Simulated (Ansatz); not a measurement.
```
Sc N F
1.0
     5.44208    0.00000   -0.75375
     1.59836    0.00000   11.50539
     0.00000   -5.50725    0.00000
Sc N F
8 4 12
Direct
  0.74025 0.33330 0.52792
  0.24025 0.83330 0.52792
  0.75974 0.16669 0.02792
  0.25974 0.66669 0.02792
  0.25965 0.33328 0.97210
  0.75965 0.83328 0.97210
  0.24034 0.16670 0.47210
  0.74034 0.66670 0.47210
  0.50000 0.25342 0.25000
  0.00000 0.75342 0.25000
  0.99999 0.24657 0.75000
  0.49999 0.74657 0.75000
  0.49980 0.41760 0.74992
  0.99980 0.91760 0.74992
  0.00019 0.08239 0.24992
  0.50019 0.58239 0.24992
  0.36636 0.99998 0.50021
  0.86636 0.49998 0.50021
  0.63363 0.00001 0.00021
  0.13363 0.50001 0.00021
  0.50003 0.20214 0.75000
  0.00003 0.70214 0.75000
  0.99995 0.29785 0.25000
  0.49995 0.79785 0.25000
```

Space group C222₁; a generated structure, not necessarily the stable one; changed on purpose from its base cell (volume × 1.06, shape and atoms relaxed); computed pressure about −3 GPa in this cell.

Level of theory: Ansatz, DFT PBE, scalar-relativistic, plane waves, PAW.

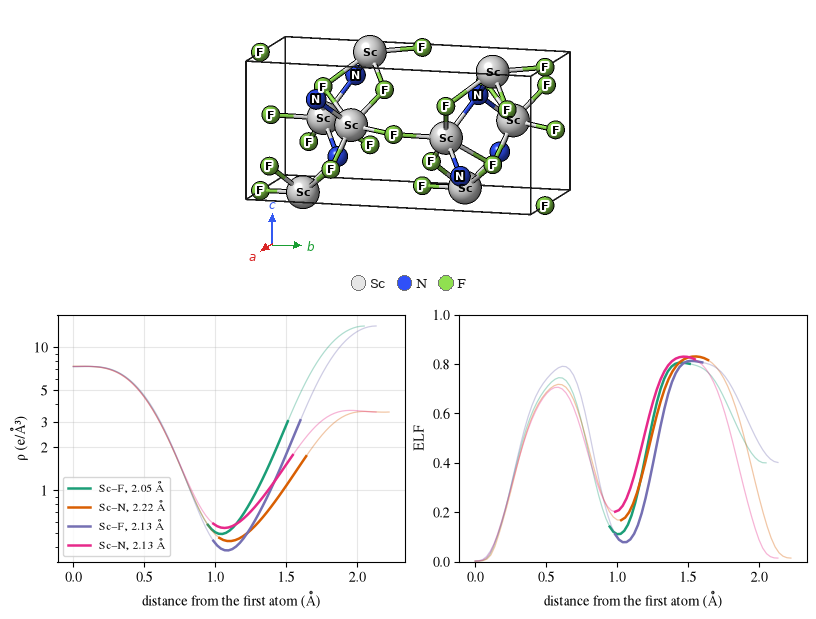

Sc₂NF₃. Valence electron density and electron localisation function along straight lines between neighbouring atoms. Thin, pale parts lie inside the atomic spheres. The structure is drawn too.

In a PAW calculation such maps are meaningful between the atoms, not at the nuclei.

What can be read from the curves?

Sc–F (2.05 Å): ρ at the midpoint is about 0.5 e/Å³; the ELF peaks at about 0.80 in the valence shell of F, 0.6 Å from its nucleus, and drops to about 0.10 between the two atoms: no localised pair shows between them.
Sc–N (2.22 Å): ρ is about 0.44 e/Å³ halfway; the ELF peaks at about 0.85 in the valence shell of N, 0.7 Å from its nucleus, and is about 0.25 at the midpoint: no localised pair shows between them.
Sc–F (2.13 Å): ρ is about 0.38 e/Å³ halfway; the ELF peaks at about 0.80 in the valence shell of F, 0.6 Å from its nucleus, and drops to about 0.10 between the two atoms (no localised pair shows between them).
Sc–N (2.13 Å): ρ is about 0.55 e/Å³ halfway; the ELF peaks at about 0.85 in the valence shell of N, 0.7 Å from its nucleus, and is about 0.25 at the midpoint; no shared electron pair shows on this line.
